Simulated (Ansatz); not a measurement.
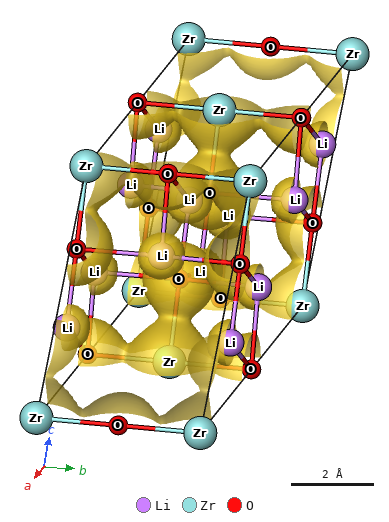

*Li₄ZrO₃. Isosurface of the valence electron density at 0.5 e/Å³ (yellow), seen slightly off an axis. Sticks mark near contacts.*

Space group C2/m; a generated structure, not necessarily the stable one.

Theory: DFT PBE, scalar-relativistic, plane waves, PAW (Ansatz 0.2.0).

### What does this surface tell about the bonding?

At this value the density is joined into chains; it holds about 75 % of the electrons treated as valence (semicore included). It bridges the shortest Zr–O (2.07 Å) contacts, where the density stays above the isovalue. It is pinched off along the shortest Li–O (1.95 Å), Li–O (2.03 Å) and Li–O (2.11 Å) contacts. On the grid the lowest density along these lines, outside the cores, is 0.29 e/Å³ (Li–O, 1.95 Å), 0.72 e/Å³ (Zr–O, 2.07 Å), 0.24 e/Å³ (Li–O, 2.03 Å) and 0.21 e/Å³ (Li–O, 2.11 Å).

### Which way does charge flow, and how much by Bader's partition?

Electrons move from Li and Zr towards O. Bader charges: Li +0.87, Zr +1.26 and O −1.61 to −1.51 e.
